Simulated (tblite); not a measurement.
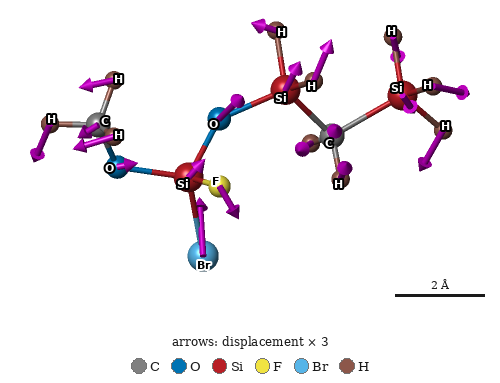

A relaxation of C2H10BrFO2Si3. The starting structure is drawn; purple arrows show the displacements, magnified 3 times. The two geometries are superimposed by the best rigid fit.

Style: ball-and-stick. Shown at a tilt.

Method: GFN2-xTB geometry optimisation, gas phase in tblite 0.8.0. 

What happened in the run?

Answer. The energy falls by 0.402 eV in 120 geometry steps. The largest move after the best rigid fit is that of the Br atom, 0.51 Å. Largest moves by element: Br 0.51 Å, H 0.46 Å, O 0.46 Å, Si 0.31 Å, F 0.30 Å, C 0.22 Å. Near-neighbour distances that change, for instance: O–Si 1.658 → 1.589 Å, C–Si 1.842 → 1.899 Å, Br–Si 2.207 → 2.157 Å, O–Si 1.642 → 1.594 Å. Among the angles between lasting bonds that change: C–O–Si 119.1° → 130.6°, Si–C–Si 106.4° → 113.8°, O–Si–H 107.0° → 99.7°. Groups turn about O–Si by about 30°.
